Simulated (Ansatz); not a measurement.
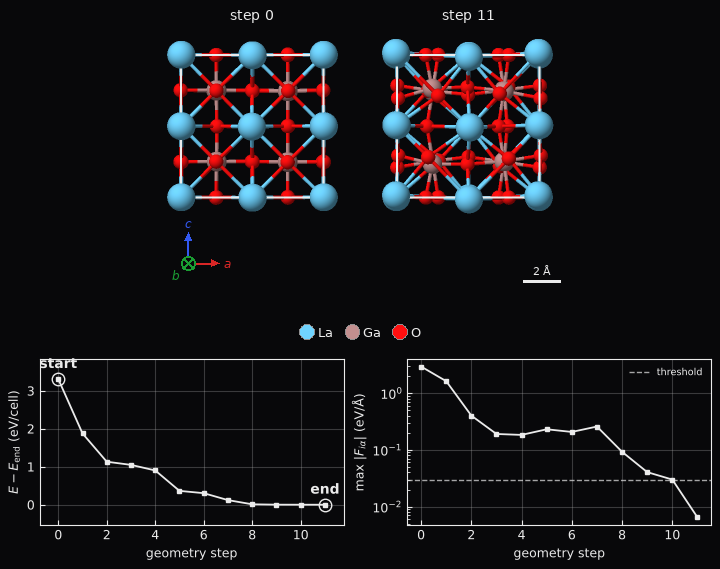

First and last geometry of a relaxation of a defect cell of composition La$_{8}$Ga$_{8}$O$_{23}$ (cell charge +2), with the history of the run. The picture is a ball-and-stick view of the cell of the calculation, seen along the b axis.

These are results of DFT, PBEsol, PAW, plane waves (Ansatz), not measurements. Set-up: plane-wave cutoff 420 eV; k-point mesh 1 × 1 × 1; mesh shifted by (0.25, 0.25, 0.25); no spin polarisation; atoms relaxed in a fixed cell; force threshold 0.03 eV/Å; at most 80 steps.

Question: Read the history and describe the run.

Answer: It converged. The energy falls by 3.308 eV per cell of the calculation in 11 geometry steps. Largest force component: 2.9 eV/Å at the start, 0.0065 eV/Å at the end. The atom that moves furthest is an O atom (0.46 Å roughly along [0 −1 −3]). By element the largest moves are O 0.46 Å, La 0.17 Å, Ga 0.14 Å. The lattice vectors keep their values. Among the contacts that change: La–O 2.723 → 3.274 Å, La–O 2.751 → 3.222 Å, La–O 2.700 → 3.115 Å, La–O 2.731 → 3.140 Å. Bond angles that change, for instance: Ga–O–Ga 178.6° → 151.1°, Ga–O–Ga 179.0° → 152.0°, Ga–O–Ga 179.0° → 153.4°. Cost: 5.4 s on 1 × NVIDIA GB200 with 8 threads of Arm Neoverse-V2, peak memory 1.7 GiB.

| step | E − E(0), meV/atom | largest force component, eV/Å |
| --- | --- | --- |
| 0 | 0.00 | 2.9373 |
| 1 | -36.70 | 1.6223 |
| 2 | -55.79 | 0.4015 |
| 3 | -57.92 | 0.1906 |
| 4 | -61.68 | 0.1836 |
| 5 | -75.48 | 0.2306 |
| 6 | -77.02 | 0.2071 |
| 7 | -81.72 | 0.2577 |
| 8 | -84.54 | 0.0926 |
| 9 | -84.79 | 0.0406 |
| 10 | -84.82 | 0.0300 |
| 11 | -84.83 | 0.0065 |

Limits of the set-up: the periodic images lie only 7.7 Å apart, so the values are limited by the cell's size; the cell is charged, on a uniform background, and energies carry no finite-size correction.
